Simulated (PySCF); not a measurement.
Input file:

```
{"job": {"kind": "uv", "xc": "PBE0", "basis": "def2-SVPD", "nstates": 6, "ntriplets": 2}, "charge": 0, "multiplicity": 1}
C      2.158874     0.993043    -0.234748
O      1.728223    -0.342634    -0.367659
C      0.589278    -0.617084     0.376691
C     -0.310598    -1.701284    -0.100456
C     -0.766546    -0.266786    -0.198363
Si    -2.129489     0.414028     0.898740
Cl    -1.807919     2.392720     1.134200
H      2.437553     1.215334     0.802261
H      3.029261     1.103879    -0.877868
H      1.378277     1.696846    -0.545446
H      0.728974    -0.493761     1.451222
H     -0.032566    -2.202424    -1.014352
H     -0.769453    -2.343561     0.635095
H     -0.716172     0.138132    -1.203942
H     -3.436901     0.233416     0.272179
H     -2.088395    -0.210919     2.219343
```

Command:

```sh
OMP_NUM_THREADS=1 python probes_run.py task.json out
```

Geometry: GFN2-xTB.

These are results of PBE0/def2-SVPD, SCF density, gas phase (PySCF), not measurements.

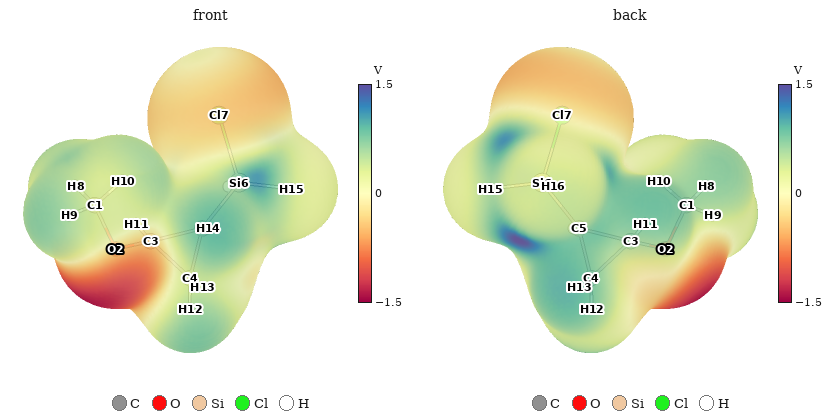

C4H9ClOSi. The electrostatic potential painted on the density surface at 0.002 e/bohr³, seen from the front and from behind; the colour scale runs from red (negative) to blue (positive).

Which sites attract a positive test charge, and which a negative one?

A positive charge is drawn to the negative regions and a negative charge to the positive ones. The most negative region (about −1.4 V, or −32 kcal/mol for a unit charge) lies over O2, the most positive (about +1.4 V, or +32 kcal/mol for a unit charge) over Si6. O2 is the likeliest acceptor of a hydrogen bond.

How polar is the molecule by this calculation?

Its dipole moment is 0.69 D.
